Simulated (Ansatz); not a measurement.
# Ir wire along [111], 19 atoms a period: bands along the axis

Wanted: the relaxed geometry and the bands of the Ir wire along [111], 19 atoms a period.

Method: DFT PBE, plane waves, PAW; relaxation of a wire's period; PAW set soft_1, in the first sound run; inputs show where later runs differ, in Ansatz 0.2.0.

**1. The starting structure**

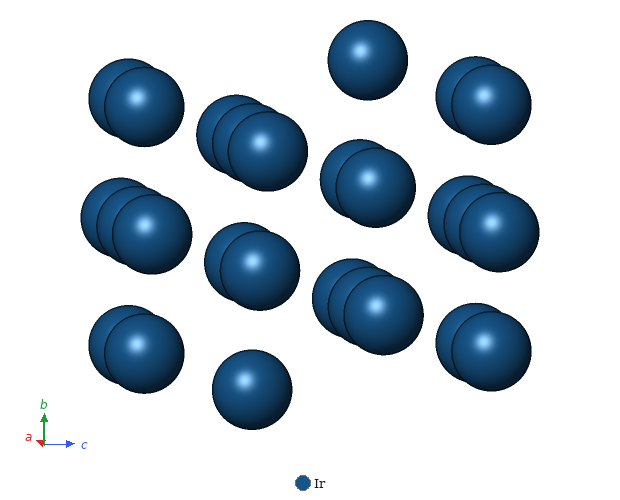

The starting structure, seen from the side, with the c axis across the page (iridium blue). Some periodic images of atoms are drawn too.

The cell holds 19 atoms: 19 Ir. Cell: a = 12.273 Å, b = 13.120 Å, c = 6.703 Å, α = 90.0°, β = 90.0°, γ = 90.0°. Vacuum lies along a and b. The structure's axis is c.

**2. Relaxation of atoms and period**

Band widths follow the bond lengths, so the wire is relaxed first. The atoms and the third cell vector are free; the box across stays fixed as vacuum. A Fermi-Dirac smearing is set since the result may be a metal. The pressure printed is a third of the stress's trace over the whole box, vacuum included; only the stress along the axis is relaxed.

Input file input.yaml:

```yaml
crystal:
  lattice:
    - [12.273, 0.0, 0.0]
    - [0.0, 13.12, 0.0]
    - [0.0, 0.0, 6.7030366253]
  atoms:
    - { symbol: Ir, position: [0.277030881, 0.49998794, 0.0] }
    - { symbol: Ir, position: [0.388515573, 0.680619138, 0.0] }
    - { symbol: Ir, position: [0.500000264, 0.49998794, 0.0] }
    - { symbol: Ir, position: [0.611484956, 0.680619138, 0.0] }
    - { symbol: Ir, position: [0.277030881, 0.620408739, 0.333333333] }
    - { symbol: Ir, position: [0.388515573, 0.43977754, 0.333333333] }
    - { symbol: Ir, position: [0.500000264, 0.620408739, 0.333333333] }
    - { symbol: Ir, position: [0.500000264, 0.259146341, 0.333333333] }
    - { symbol: Ir, position: [0.611484956, 0.43977754, 0.333333333] }
    - { symbol: Ir, position: [0.722969648, 0.620408739, 0.333333333] }
    - { symbol: Ir, position: [0.277030881, 0.379567141, 0.666666667] }
    - { symbol: Ir, position: [0.388515573, 0.560198339, 0.666666667] }
    - { symbol: Ir, position: [0.500000264, 0.379567141, 0.666666667] }
    - { symbol: Ir, position: [0.500000264, 0.740829538, 0.666666667] }
    - { symbol: Ir, position: [0.611484956, 0.560198339, 0.666666667] }
    - { symbol: Ir, position: [0.722969648, 0.379567141, 0.666666667] }
    - { symbol: Ir, position: [0.388515573, 0.319356741, 0.0] }
    - { symbol: Ir, position: [0.611484956, 0.319356741, 0.0] }
    - { symbol: Ir, position: [0.722969648, 0.49998794, 0.0] }
kpoints:
  mp_grid: { grid: [1, 1, 12] }
scf:
  occupations: { method: fermi_dirac, width: 0.05 }
hamiltonian:
  xc: pbe
  pseudopotentials: { kind: paw, azcp: { folder: soft_1 } }
relax:
  cell: { fix: [a, b, alpha, beta, gamma] }
  max_steps: 45
  f_tol: 0.03
```

The run is started by

```
$ ansatz run input.yaml --threads 4 --pin off --max-ram 16384MiB --backend cpu --events-out ev --progress --plain --runs-dir out
```

Numbers of over 12 decimals in the logs are rounded to 6 here.

The log of the run:

```text
Engine: ansatz 0.2.0, x86_64-unknown-linux-gnu
Pseudopotentials: kind: paw
Pseudopotential: Ir, paw, valence charge 17, recommended cutoff 420 eV (normal), soft_1/Ir.paw.azcp
Functional definition: PBE
  parameter kappa = 0.804
  parameter beta = 0.066725
  exchange = pbe_x(kappa = kappa, mu = beta*pi^2/3)
  correlation = pbe_c(beta = beta)
Crystal: 19 atoms, lattice volume = 1079.335 Å³
Basis set: ecut = 420 eV, 21097 PW (Γ), exchange–correlation on 180×180×90 points (8 copies of the dense FFT grid, shifted against one another)
Bands: 194, of which v1, the nominal top of the filled ones, is band 162 counted from 1 (161 counted from 0)
Symmetry: 4 space group operations
Space group: P2/m (ITA 10), of the structure as read, at distance tolerance 1.0e-4 Å
k-points: 7 of 12
Non-local potential: Ir, projectors of the file, l = 0: 3, l = 1: 2, l = 2: 2, l = 3: 1
PAW form: soft (Blöchl's): semilocal exchange-correlation on the pseudo side does not see the compensation charge
PAW one-centre angular grid: Ir, 590 points (default); XC on 64 Gauss nodes
Initial density: superposition of atomic densities (neutral atoms: chi_scale 0, normalization atom)
Initial wavefunctions: pseudopotential atomic-orbital guess
Functional: x = pbe(κ = 0.804, μ = 0.219515), c = pbe(β = 0.066725)
SCF iter   1: F=—  HF=-226773.568955 eV  |F-HF|=—  |Δ(HF+E_count)|=         —  Δρ=3.10e-2  dr2=2.57e1  ethr=3.10e-3  ⟨swp⟩=7.7  Hψ=5642  notcnv=0  defer=31
preconditioner: auto → LDOS  [metal: Δε(μ)=0.018 eV  Ē_g=4.798 eV  σ=0.050 eV  W_gap=0.09  n_scr=208 (ndim 8)  ℏωp=14.8 eV  f_vac=0.588  D(μ)=39.83/eV (n_scr^D=308)  β→1.0]
SCF iter   2: F=—  HF=-226774.297376 eV  |F-HF|=—  |Δ(HF+E_count)|=   7.28e-1  Δρ=3.45e-2  dr2=4.29e1  ethr=3.10e-3  ⟨swp⟩=3.6  Hψ=3524  notcnv=0  defer=55
SCF iter   3: F=—  HF=-226767.826868 eV  |F-HF|=—  |Δ(HF+E_count)|=    6.47e0  Δρ=7.31e-3  dr2=8.97e-1  ethr=3.10e-3  ⟨swp⟩=4.0  Hψ=3544  notcnv=0  defer=37
SCF iter   4: F=—  HF=-226767.786668 eV  |F-HF|=—  |Δ(HF+E_count)|=   4.02e-2  Δρ=3.54e-3  dr2=2.52e-1  ethr=2.78e-4  ⟨swp⟩=2.3  Hψ=2359  notcnv=0  defer=37
SCF iter   5: F=—  HF=-226767.758869 eV  |F-HF|=—  |Δ(HF+E_count)|=   2.78e-2  Δρ=1.80e-3  dr2=6.95e-2  ethr=7.79e-5  ⟨swp⟩=2.0  Hψ=2110  notcnv=0  defer=37
SCF iter   6: F=—  HF=-226767.752764 eV  |F-HF|=—  |Δ(HF+E_count)|=   6.10e-3  Δρ=7.74e-4  dr2=1.39e-2  ethr=2.15e-5  ⟨swp⟩=2.0  Hψ=1884  notcnv=0  defer=37
SCF iter   7: F=—  HF=-226767.752535 eV  |F-HF|=—  |Δ(HF+E_count)|=   2.29e-4  Δρ=3.90e-4  dr2=6.81e-3  ethr=4.31e-6  ⟨swp⟩=2.0  Hψ=1913  notcnv=0  defer=37
SCF iter   8: F=—  HF=-226767.752275 eV  |F-HF|=—  |Δ(HF+E_count)|=   2.60e-4  Δρ=1.41e-4  dr2=8.86e-4  ethr=2.11e-6  ⟨swp⟩=1.4  Hψ=1401  notcnv=0  defer=37
SCF iter   9: F=—  HF=-226767.752254 eV  |F-HF|=—  |Δ(HF+E_count)|=   2.11e-5  Δρ=4.94e-5  dr2=8.29e-5  ethr=2.74e-7  ⟨swp⟩=2.0  Hψ=1859  notcnv=0  defer=37
SCF iter  10: F=—  HF=-226767.752592 eV  |F-HF|=—  |Δ(HF+E_count)|=   3.38e-4  Δρ=1.77e-5  dr2=9.64e-6  ethr=2.57e-8  ⟨swp⟩=2.0  Hψ=1813  notcnv=0  defer=37
SCF iter  11: F=—  HF=-226767.752592 eV  |F-HF|=—  |Δ(HF+E_count)|=   1.71e-7  Δρ=9.13e-6  dr2=2.28e-6  ethr=2.98e-9  ⟨swp⟩=2.0  Hψ=1744  notcnv=0  defer=37
SCF iter  12: F=—  HF=-226767.752592 eV  |F-HF|=—  |Δ(HF+E_count)|=   2.91e-9  Δρ=4.83e-6  dr2=5.36e-7  ethr=7.05e-10  ⟨swp⟩=1.9  Hψ=1382  notcnv=0  defer=37
SCF iter  13: F=—  HF=-226767.752592 eV  |F-HF|=—  |Δ(HF+E_count)|=   3.90e-8  Δρ=2.14e-6  dr2=1.13e-7  ethr=1.66e-10  ⟨swp⟩=1.9  Hψ=1574  notcnv=0  defer=37
SCF iter  14: F=-226767.752592 eV  HF=-226767.752592 eV  |F-HF|=1.72e-8  |Δ(HF+E_count)|=   6.02e-9  Δρ=1.09e-6  dr2=2.20e-8  ethr=3.10e-11  ⟨swp⟩=4.0  Hψ=3902  notcnv=0
SCF 1 converged in 14 iterations: F = -226767.752592 eV  dr2 = 2.20e-8
  greatest PAW one-centre occupation: 1.000 electrons in one spin orbital (limit 2), on the Ir atom at site 2 (counted from 0), in its partial waves of l = 0
relax step   1: F+E_penalty+E_count = -226767.75259188 eV  Δ(F+E_penalty+E_count) = +0.000e0 eV  max|allowed force component| = 2.920e0 eV/Å  Δτ_max = 0.0000 Å  P = -6.307 GPa  Ω = 1079.335 Å³  fix = [a, b, alpha, beta, gamma]  reactions: a -5.462, b -5.607 GPa; alpha +0.013 GPa/rad  (14 SCF iters, dr2 threshold 1.00e-7 eV, accepted)
Crystal: 19 atoms, lattice volume = 1048.051 Å³
Basis set: ecut = 420 eV, 20459 PW (Γ), exchange–correlation on 180×180×90 points (8 copies of the dense FFT grid, shifted against one another)
Initial density: handed on by an earlier stage of this run
Initial wavefunctions: those handed on with the density
iter 1 solved again at ethr=2.35e-3 eV; its pass at ethr=3.10e-3 eV (dr2=7.60e0 eV) is discarded
SCF iter   1: F=—  HF=-226772.067576 eV  |F-HF|=—  |Δ(HF+E_count)|=         —  Δρ=1.84e-2  dr2=7.62e0  ethr=2.35e-3  ⟨swp⟩=2.1  Hψ=6501  notcnv=0
preconditioner: auto → LDOS  [metal: Δε(μ)=0.029 eV  Ē_g=5.086 eV  σ=0.050 eV  W_gap=0.14  n_scr=208 (ndim 8)  ℏωp=15.0 eV  f_vac=0.620  D(μ)=44.57/eV (n_scr^D=368)  β→1.0]
SCF iter   2: F=—  HF=-226771.722126 eV  |F-HF|=—  |Δ(HF+E_count)|=   3.45e-1  Δρ=9.57e-3  dr2=1.16e0  ethr=2.35e-3  ⟨swp⟩=2.3  Hψ=1933  notcnv=0
SCF iter   3: F=—  HF=-226771.701165 eV  |F-HF|=—  |Δ(HF+E_count)|=   2.10e-2  Δρ=6.20e-3  dr2=1.49e0  ethr=3.58e-4  ⟨swp⟩=3.0  Hψ=2786  notcnv=0  defer=45
SCF iter   4: F=—  HF=-226771.532172 eV  |F-HF|=—  |Δ(HF+E_count)|=   1.69e-1  Δρ=2.24e-3  dr2=7.39e-2  ethr=3.58e-4  ⟨swp⟩=2.0  Hψ=2094  notcnv=0  defer=45
SCF iter   5: F=—  HF=-226771.529812 eV  |F-HF|=—  |Δ(HF+E_count)|=   2.36e-3  Δρ=7.80e-4  dr2=1.74e-2  ethr=2.29e-5  ⟨swp⟩=2.7  Hψ=2363  notcnv=0  defer=45
SCF iter   6: F=—  HF=-226771.528741 eV  |F-HF|=—  |Δ(HF+E_count)|=   1.07e-3  Δρ=3.26e-4  dr2=2.47e-3  ethr=5.38e-6  ⟨swp⟩=2.0  Hψ=1886  notcnv=0  defer=45
SCF iter   7: F=—  HF=-226771.528724 eV  |F-HF|=—  |Δ(HF+E_count)|=   1.68e-5  Δρ=1.70e-4  dr2=6.87e-4  ethr=7.63e-7  ⟨swp⟩=2.0  Hψ=1644  notcnv=0  defer=45
SCF iter   8: F=—  HF=-226771.529117 eV  |F-HF|=—  |Δ(HF+E_count)|=   3.93e-4  Δρ=7.63e-5  dr2=1.12e-4  ethr=2.13e-7  ⟨swp⟩=1.9  Hψ=1686  notcnv=0  defer=45
SCF iter   9: F=—  HF=-226771.529119 eV  |F-HF|=—  |Δ(HF+E_count)|=   2.00e-6  Δρ=1.48e-5  dr2=2.88e-6  ethr=3.45e-8  ⟨swp⟩=2.0  Hψ=1770  notcnv=0  defer=45
SCF iter  10: F=-226771.529119 eV  HF=-226771.529120 eV  |F-HF|=3.39e-7  |Δ(HF+E_count)|=   8.54e-7  Δρ=6.12e-6  dr2=6.39e-7  ethr=5.88e-10  ⟨swp⟩=5.0  Hψ=4899  notcnv=0
SCF 2 converged in 10 iterations: F = -226771.529119 eV  dr2 = 6.39e-7
[...]
relax step   9: F+E_penalty+E_count = -226771.80773148 eV  Δ(F+E_penalty+E_count) = +2.803e-4 eV  max|allowed force component| = 8.927e-2 eV/Å  Δτ_max = 0.0139 Å  P = -0.097 GPa  Ω = 1047.610 Å³  energy of the carried Pulay correction = +3.747e-3 eV  fix = [a, b, alpha, beta, gamma]  (6 SCF iters, dr2 threshold 7.73e-7 eV, rejected (line search))
relax step  10: F+E_penalty+E_count = -226771.81069179 eV  Δ(F+E_penalty+E_count) = -2.680e-3 eV  max|allowed force component| = 3.103e-2 eV/Å  Δτ_max = 0.0068 Å  P = +0.074 GPa  Ω = 1046.888 Å³  energy of the carried Pulay correction = +3.834e-3 eV  fix = [a, b, alpha, beta, gamma]  reactions: a +0.106, b +0.058 GPa; alpha +0.000 GPa/rad  (10 SCF iters, accepted)
relax step  11: F+E_penalty+E_count = -226771.81091061 eV  Δ(F+E_penalty+E_count) = -2.188e-4 eV  max|allowed force component| = 1.422e-2 eV/Å  Δτ_max = 0.0071 Å  P = -0.012 GPa  Ω = 1047.271 Å³  energy of the carried Pulay correction = +3.788e-3 eV  fix = [a, b, alpha, beta, gamma]  reactions: a +0.020, b -0.033 GPa; alpha -0.002 GPa/rad  (7 SCF iters, dr2 threshold 6.02e-8 eV, accepted)
Initial wavefunctions: pseudopotential atomic-orbital guess (no wavefunctions were taken with the density)
iter 1 solved again at ethr=8.83e-7 eV; its pass at ethr=3.10e-3 eV (dr2=2.85e-3 eV) is discarded
SCF iter   1: F=—  HF=-226771.804935 eV  |F-HF|=—  |Δ(HF+E_count)|=         —  Δρ=6.27e-5  dr2=6.83e-6  ethr=8.83e-7  ⟨swp⟩=4.0  Hψ=10060  notcnv=0
eigensolver tolerance schedule: the retry pair's looser diagonalisation over-reported the residual by 416.25 of it (diagonalisation noise at 0.13 of the residual, at the tolerance the schedule requests for it); recorded, not acted on — ethr = c·dr2/N_el stays at c = 1.0e-1
preconditioner: auto → LDOS  [metal: Δε(μ)=0.070 eV  Ē_g=5.045 eV  σ=0.050 eV  W_gap=0.32  n_scr=208 (ndim 8)  ℏωp=15.0 eV  f_vac=0.614  D(μ)=25.48/eV (n_scr^D=160)  β→1.0]
SCF iter   2: F=—  HF=-226771.805418 eV  |F-HF|=—  |Δ(HF+E_count)|=   4.83e-4  Δρ=1.54e-5  dr2=1.29e-6  ethr=2.12e-9  ⟨swp⟩=3.4  Hψ=3338  notcnv=0
SCF iter   3: F=—  HF=-226771.805417 eV  |F-HF|=—  |Δ(HF+E_count)|=   3.94e-7  Δρ=5.19e-6  dr2=2.50e-7  ethr=3.99e-10  ⟨swp⟩=2.0  Hψ=2445  notcnv=0
SCF iter   4: F=—  HF=-226771.805417 eV  |F-HF|=—  |Δ(HF+E_count)|=   6.02e-8  Δρ=1.09e-6  dr2=1.94e-8  ethr=7.73e-11  ⟨swp⟩=3.4  Hψ=2954  notcnv=0
SCF iter   5: F=—  HF=-226771.805417 eV  |F-HF|=—  |Δ(HF+E_count)|=   2.62e-9  Δρ=2.98e-7  dr2=6.40e-10  ethr=6.01e-12  ⟨swp⟩=2.0  Hψ=2066  notcnv=0
SCF iter   6: F=—  HF=-226771.805417 eV  |F-HF|=—  |Δ(HF+E_count)|=  1.46e-10  Δρ=1.03e-7  dr2=2.23e-10  ethr=1.00e-12  ⟨swp⟩=5.0  Hψ=4974  notcnv=0
SCF iter   7: F=-226771.805417 eV  HF=-226771.805417 eV  |F-HF|=5.82e-11  |Δ(HF+E_count)|=  2.91e-11  Δρ=2.65e-8  dr2=1.79e-11  ethr=1.00e-12  ⟨swp⟩=4.0  Hψ=4129  notcnv=0
SCF 12 converged in 7 iterations: F = -226771.805417 eV  dr2 = 1.79e-11
relax step  12: F+E_penalty+E_count = -226771.80541717 eV  Δ(F+E_penalty+E_count) = +5.493e-3 eV  max|allowed force component| = 1.410e-2 eV/Å  Δτ_max = 0.0000 Å  P = -0.006 GPa  Ω = 1047.271 Å³  fix = [a, b, alpha, beta, gamma]  reactions: a +0.024, b -0.029 GPa; alpha -0.002 GPa/rad  stress off target by 1.45e-2 GPa on what of the cell is left free  SCF on the basis re-selected at this cell (its energy is not comparable with the rows above)  (7 SCF iters)
basis re-selected at this cell: Δ(F+E_penalty+E_count) = +5.493e-3 eV, ΔP = +0.006 GPa vs the last step (what re-selecting the basis moved, of the pressure what is left beyond the Pulay correction that the steps carried, after the strain that the cell walked since its last selection, with what the two solves' SCF thresholds leave and, on support functions, any second-order correction that the steps lacked; it is no m [...]
SCF converged after 7 iterations
Free energy (F): -226771.805417 eV
Harris-Foulkes:  -226771.805417 eV  (|F-HF|=5.82e-11)
Internal energy: -226771.575618 eV  (E = F + TS)
E sigma→0 (E₀):  -226771.690517 eV
Entropy (-TS):   -0.229799 eV (-12.095 meV/atom)
Fermi energy:    2.966350 eV
--- Per-component energies (eV) ---
  E_band       = -8708.227672
  E_kinetic    = 10243.733654
  E_local      = -180509.242549  (includes V_loc(G=0)·N_el)
  E_nonlocal   = 3630.147282
  E_hartree    = 84051.928110
  E_xc         = -4343.370958
  E_vxc        = -4832.752213  (∫ρ·V_xc dr)
  E_paw        = -176046.226232  (= ΣΔE_a)
  E_vpaw       = -5343.975393  (= ΣTr[D̂ρ^β])
  E_aug_tail   = 0.006864  (compensation charges beyond the density's cutoff)
  E_ewald      = 36201.448212
  E_smearing   = -0.229799  (= −TS)
  E_closure    = 0.000000  (closes the sum)
  Σ components = -226771.805417   (vs F -226771.805417, Δ=0.00e0)
--- Forces (eV/Å), atoms counted from 1 ---
  atom   1  Ir     0.00123238     0.00000000    -0.00000000
  atom   2  Ir     0.00728916    -0.00345604    -0.00123641
  atom   3  Ir     0.00000000     0.00000000     0.00000000
  atom   4  Ir    -0.00728916    -0.00345604    -0.00123641
  atom   5  Ir     0.00919086    -0.00965240    -0.00478117
  atom   6  Ir     0.00865468     0.00371519    -0.01409811
  atom   7  Ir     0.00000000    -0.00977228    -0.00917269
  atom   8  Ir    -0.00000000     0.01231925    -0.00678998
  atom   9  Ir    -0.00865468     0.00371519    -0.01409811
  atom  10  Ir    -0.00919086    -0.00965240    -0.00478117
  atom  11  Ir     0.00919086     0.00965240     0.00478117
  atom  12  Ir     0.00865468    -0.00371519     0.01409811
  atom  13  Ir    -0.00000000     0.00977228     0.00917269
  atom  14  Ir     0.00000000    -0.01231925     0.00678998
  atom  15  Ir    -0.00865468    -0.00371519     0.01409811
  atom  16  Ir    -0.00919086     0.00965240     0.00478117
  atom  17  Ir     0.00728916     0.00345604     0.00123641
  atom  18  Ir    -0.00728916     0.00345604     0.00123641
  atom  19  Ir    -0.00123238     0.00000000     0.00000000
  max |Σ_I F_I| component: 6.94e-18 eV/Å
--- Stress (GPa, compression-positive) ---
        0.024197       0.000000       0.000000
        0.000000      -0.029088       0.001882
        0.000000       0.001882      -0.014539
  P = ⅓ Tr σ = -0.0065 GPa (-0.065 kbar)
--- Relaxed structure (11 steps of the walk, 9 accepted, 1 SCFs on fresh bases) ---
  F+E_penalty+E_count = -226771.80541717 eV   max|allowed force component| = 1.410e-2 eV/Å   (the final SCF, on the basis selected at the relaxed cell)
  cell:  # Å, volume = 1047.2713 Å³
    - [12.273, 0.0, 0.0]
    - [0.0, 13.12, 0]
    - [0.0, 0, 6.503911]
  atoms:
    - { symbol: Ir, position: [0.287270, 0.499988, 7.267482626183265e-19] }
    - { symbol: Ir, position: [0.393626, 0.672306, 3.424895474549225e-5] }
    - { symbol: Ir, position: [0.500000, 0.499988, 7.267482626183265e-19] }
    - { symbol: Ir, position: [0.606374, 0.672306, 3.424895474549225e-5] }
    - { symbol: Ir, position: [0.290278, 0.613186, 0.323462] }
    - { symbol: Ir, position: [0.370504, 0.430055, 0.339902] }
    - { symbol: Ir, position: [0.500000, 0.639977, 0.339952] }
    - { symbol: Ir, position: [0.500000, 0.273469, 0.323515] }
    - { symbol: Ir, position: [0.629496, 0.430055, 0.339902] }
    - { symbol: Ir, position: [0.709722, 0.613186, 0.323462] }
    - { symbol: Ir, position: [0.290278, 0.386790, 0.676538] }
    - { symbol: Ir, position: [0.370504, 0.569921, 0.660098] }
    - { symbol: Ir, position: [0.500000, 0.359999, 0.660048] }
    - { symbol: Ir, position: [0.500000, 0.726507, 0.676485] }
    - { symbol: Ir, position: [0.629496, 0.569921, 0.660098] }
    - { symbol: Ir, position: [0.709722, 0.386790, 0.676538] }
    - { symbol: Ir, position: [0.393626, 0.327670, -3.4248954745490744e-5] }
    - { symbol: Ir, position: [0.606374, 0.327670, -3.4248954745490744e-5] }
    - { symbol: Ir, position: [0.712730, 0.499988, 7.267482626183265e-19] }
```

The job ended after 3.5 min (4 threads of Intel Xeon Platinum 8488C (Sapphire Rapids), shared host; peak memory 3.9 GiB; 14 min of CPU time).

(Part 1 of 2 ends here.)

[Logs are printed without paths, hosts, clocks, repeated set-up lines and the standing remarks that a program may print on its own settings, such as how far it seeks lower states.]

[Hosts, paths, dates, database ids (printed as entryN), source tags and the programs' standing remarks are cut or masked in the printed files.]
